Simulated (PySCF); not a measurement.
```yaml
atoms:
  - { symbol: Si, position_ang: [-1.1274, 1.3236, -0.1672] }
  - { symbol: H, position_ang: [-1.0712, 2.3063, -1.2802] }
  - { symbol: H, position_ang: [-2.2519, 1.6162, 0.7580] }
  - { symbol: O, position_ang: [0.3053, 1.3548, 0.6770] }
  - { symbol: Si, position_ang: [1.5030, 0.2235, 0.9027] }
  - { symbol: H, position_ang: [1.6687, -0.0355, 2.3561] }
  - { symbol: H, position_ang: [2.7677, 0.7069, 0.2910] }
  - { symbol: O, position_ang: [1.0179, -1.1719, 0.1392] }
  - { symbol: Si, position_ang: [-0.3483, -1.5689, -0.7211] }
  - { symbol: H, position_ang: [0.0339, -1.9767, -2.0974] }
  - { symbol: H, position_ang: [-1.0809, -2.6532, -0.0175] }
  - { symbol: O, position_ang: [-1.3014, -0.2079, -0.7896] }
```

Geometry: PBE0-D3(BJ)/def2-SVP.

These are results of PBE0/pcSseg-1, SCF density, gas phase, non-relativistic in PySCF, not measurements.

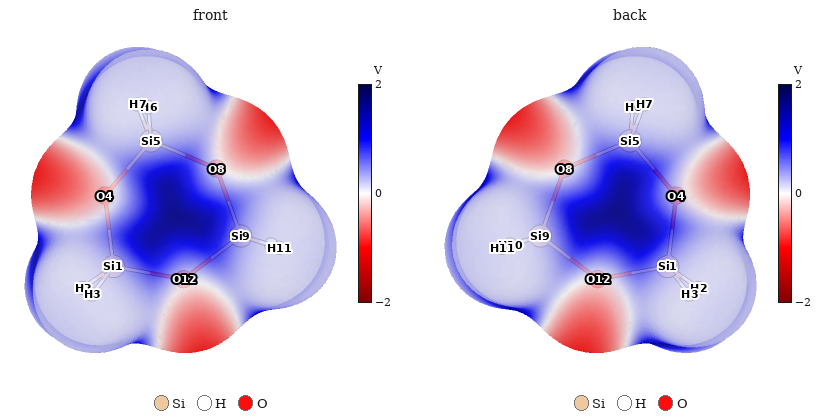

H6O3Si3. The electrostatic potential painted on the density surface at 0.002 e/bohr³, seen from the front and from behind; the colour scale runs from red (negative) to blue (positive).

> Describe the electrostatic potential map.

The most negative region (about −0.9 V) lies over O4, O8 and O12, the most positive (about +1.6 V) over Si1, Si5 and Si9.
